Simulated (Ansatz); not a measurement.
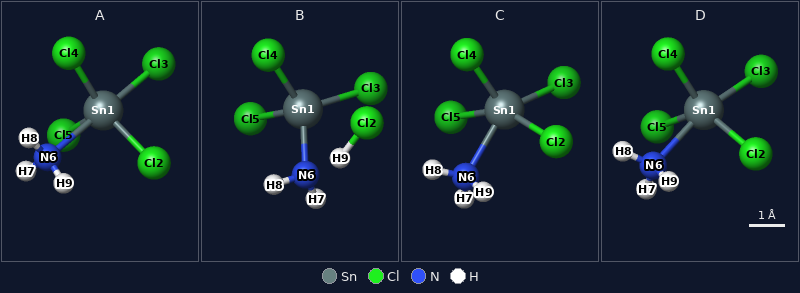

4 geometries from a converged minimum-energy path of SnNH$_{3}$Cl$_{4}$, shuffled. The picture is a ball-and-stick view, seen from a free direction.

These are results of RKS PBE0-D4/def2-SVP (Ansatz), not measurements. Set-up: 5 movable images; climbing image; force threshold 0.03 eV/Å; iteration limit 60; starting path through a guess of the saddle point.

Which frame is the top of the path?

B. In order along the path, whose images run from 0 to 6: A (image 0, 0.0 kcal/mol), D (image 1, +2.2 kcal/mol), C (image 2, +6.4 kcal/mol), B (image 4, +33.7 kcal/mol). Breaking: N6–H9 (1.02 → 1.51 at the top → 1.79 Å), Sn1–Cl2 (2.36 → 3.09 at the top → 3.87 Å). Forming: Cl2–H9 (2.74 → 1.41 at the top → 1.33 Å).
